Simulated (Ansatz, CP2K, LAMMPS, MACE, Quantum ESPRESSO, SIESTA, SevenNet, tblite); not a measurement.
# Amorphous Ge (61 atoms) under volume change, by several methods

Aim: pressure against volume for amorphous Ge (61 atoms), with plane waves as the reference.

Results are calculated, not measured.

## Step 1: The cell

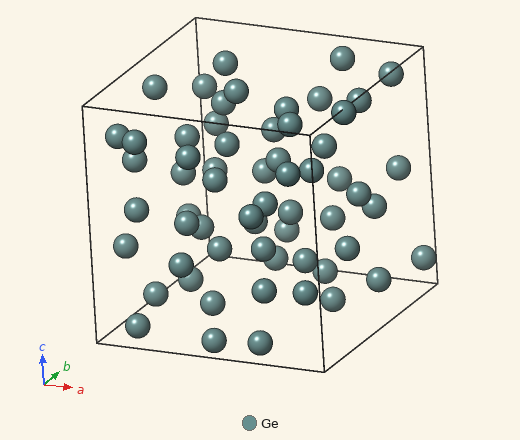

The cell (germanium teal).

The cell holds 61 atoms (61 Ge), with edges of 11.10, 11.10 and 11.10 Å. Recipe: 61 atoms (61 Ge) placed at random at 5.38 g/cm³, melted at 3500 K for 10 ps at fixed volume with the Tersoff potential (Tersoff, Phys. Rev. B 39, 5566 (1989)). Quenched from 3500 K to 100 K at 5 K/ps and fixed volume, held 5 ps, then minimised at fixed cell. Then the atoms were relaxed with MACE MP-0b3 medium in the fixed cell.

Bonds by pair of elements; cutoffs follow the first minimum of g(r), held within bounds set by covalent radii, and pairs that aren't listed don't count as bonded:

```csv
pair A-B,cutoff (Å),bonds,mean length (Å),spread (Å),shortest (Å),B about A,A about B
Ge-Ge,2.93,126,2.50,0.069,2.40,4.13,4.13
```

## Step 2: The reference input

Quantum ESPRESSO 7.5: Kohn-Sham DFT, PBE, SSSP efficiency 1.3.0 pseudopotentials, plane waves. Its input, pw.in, for the unchanged cell:

```
&control
  calculation = 'scf'
  pseudo_dir = './pseudo'
  outdir = './tmp'
  disk_io = 'none'
  tprnfor = .true.
  tstress = .true.
/
&system
  ibrav = 0
  nat = 61
  ntyp = 1
  ecutwfc = 45
  ecutrho = 360
  nosym = .true.
  occupations = 'smearing'
  smearing = 'fd'
  degauss = 0.003675
/
&electrons
  conv_thr = 3.0e-07
  electron_maxstep = 100
  mixing_beta = 0.2
  mixing_mode = 'local-TF'
  diagonalization = 'david'
/
ATOMIC_SPECIES
Ge 72.630 Ge.upf
CELL_PARAMETERS angstrom
11.09880 0.00000 0.00000
0.00000 11.09880 0.00000
0.00000 0.00000 11.09880
ATOMIC_POSITIONS crystal
Ge 0.07362 0.97878 0.57145
Ge 0.64982 0.25377 0.57267
Ge 0.39958 0.43951 0.72438
Ge 0.13623 0.26421 0.12582
[... 55 atom lines left out ...]
Ge 0.68567 0.91169 0.94454
Ge 0.16133 0.04795 0.07564
K_POINTS gamma
```

```console
$ OMP_NUM_THREADS=1 mpirun -np 4 pw.x -in pw.in > output.txt
```

The job ended after 4.9 min (4 MPI ranks of Arm Neoverse N1, shared host; peak memory 4 GiB).

It converged with an r.m.s. force component of 0.21 eV/Å and a pressure of 5.0 GPa.

## Step 3: Programs and settings

Every level solves the same cells as single points. CPU time is summed over a level's finished runs, on a host shared with the other runs, so it is rough; the force column is the median over cells of the r.m.s. difference of force components from the reference.

| level | basis or training data | k-points | runs finished | CPU time | peak memory (GiB) | force difference (meV/Å) |
| --- | --- | --- | --- | --- | --- | --- |
| QE, PBE | plane waves, SSSP efficiency, 45/360 Ry | Γ | 3 of 3 | 59 min | 4.1 | reference |
| CP2K double zeta, PBE | DZVP-UZH, GTH-PBE potentials, 350 Ry | Γ | 3 of 3 | 12 min | 1.9 | 33 |
| CP2K triple zeta, PBE | TZVP-UZH, GTH-PBE potentials, 350 Ry | Γ | 3 of 3 | 12 min | 2.0 | 28 |
| tblite GFN1-xTB | tight binding with its own dispersion term | Γ | 3 of 3 | 34 s | 0.13 | 139 |
| MACE MP-0b3 medium | trained on PBE(+U) plane-wave data | - | 3 of 3 | 35 s | 0.78 | 215 |
| SevenNet l3i5 | trained on PBE(+U) plane-wave data | - | 3 of 3 | 42 s | 0.94 | 236 |

Runs without a converged result: SIESTA DZP, PBE, 3 single points (cut at the time limit). A level enters a table below only where it finished every cell that the table needs.

The reference's own r.m.s. force component runs from 208 to 225 meV/Å over these cells. MACE MP-0b3 medium relaxed the atoms, so in the cells that it relaxed its own forces are small, and its entry isn't an independent test there.

## Step 4: Pressure against volume

The cell is scaled evenly, and at each volume MACE MP-0b3 medium relaxes the atoms again before the single points. The unchanged volume is 22.413 Å³ an atom. Pressures in GPa:

```csv
level,-3 %,0,+3 %
"QE, PBE",7.07,4.99,3.10
"CP2K double zeta, PBE",8.02,5.86,3.89
"CP2K triple zeta, PBE",7.86,5.70,3.72
tblite GFN1-xTB,9.41,6.65,4.14
MACE MP-0b3 medium,4.27,2.69,1.22
SevenNet l3i5,5.81,3.82,2.04
```

Energy less that of the unchanged cell at the same level, in meV an atom:

```csv
level,-3 %,+3 %
"QE, PBE",27.04,-18.47
"CP2K double zeta, PBE",29.94,-21.21
"CP2K triple zeta, PBE",28.93,-20.30
tblite GFN1-xTB,36.05,-24.47
MACE MP-0b3 medium,14.41,-8.25
SevenNet l3i5,19.16,-12.07
```

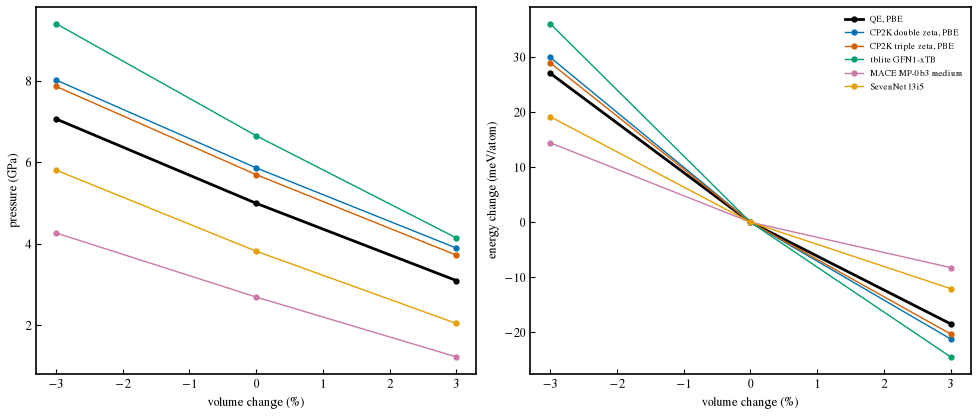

Pressure and energy against volume, by level.

## Step 5: Moduli

From the three volumes nearest the unchanged one: B from the slope of pressure against ln V and from the curvature of the energy, the pressure that the slope of the energy implies, and the volume change at which the printed pressure crosses zero (a dash if it doesn't within the range).

```csv
level,B from pressures (GPa),B from energies (GPa),printed pressure (GPa),pressure from energies (GPa),zero pressure at (%)
"QE, PBE",66.1,68.1,4.99,5.42,-
"CP2K double zeta, PBE",68.8,69.3,5.86,6.09,-
"CP2K triple zeta, PBE",69.1,68.5,5.70,5.87,-
tblite GFN1-xTB,87.7,92.0,6.65,7.21,-
MACE MP-0b3 medium,50.7,49.0,2.69,2.70,-
SevenNet l3i5,62.8,56.3,3.82,3.72,-
```

As a check by hand on the reference: from -3 to +3 % the pressure falls by 3.97 GPa while ln V grows by 0.0600, a ratio of 66.1 GPa.

## Step 6: Outcome

The plane-wave reference (PBE) gives a bulk modulus of 66.1 GPa from its pressures, at a volume where its pressure is 4.99 GPa, and the pressure stays positive over the whole range. Other programs at PBE: CP2K double zeta, PBE 68.8 GPa (+4 %) and CP2K triple zeta, PBE 69.1 GPa (+4 %); their pressures lie +0.70 to +0.87 GPa from the reference's. Learned potentials: MACE MP-0b3 medium 50.7 GPa (-23 %) and SevenNet l3i5 62.8 GPa (-5 %); their pressures lie -2.30 to -1.18 GPa from the reference's.

Tight binding: tblite GFN1-xTB 87.7 GPa (+33 %); its pressure lies +1.66 GPa from the reference's. The moduli are read at one volume but at unlike pressures, and a cell under tension is as a rule softer than one under compression. Moduli from the energies run from 49 to 92 GPa and part from those from pressures by as much as -10 % (SevenNet l3i5); they rest on small differences of energy, and for levels other than MACE MP-0b3 medium they hold the work of leftover forces.

**Limits.** The atoms follow MACE MP-0b3 medium, not each level's own minimum, so these moduli only approach relaxed ones and hang on that choice. Three points at finite strain give rough moduli, at the given volume rather than at zero pressure. Pressures at a fixed plane-wave cutoff or in a small atom-centred basis hold some basis error. The quench rate of 5 K/ps is many orders above laboratory rates, so the cell is likely richer in defects and strain than a real sample. The reference samples only Γ, in a cell whose shortest periodic width is 11 Å. The reference isn't exact: its cutoffs and mesh weren't converged further here. Spin–orbit coupling is left out. Where levels are smeared, the DFT runs use Fermi–Dirac occupations at 580 K (0.05 eV), and energies are free energies.

[Logs are printed without paths, hosts, clocks, repeated set-up lines and the standing remarks that a program may print on its own settings, such as how far it seeks lower states.]

[Hosts, paths, dates, database ids (printed as entryN), source tags and the programs' standing remarks are cut or masked in the printed files.]
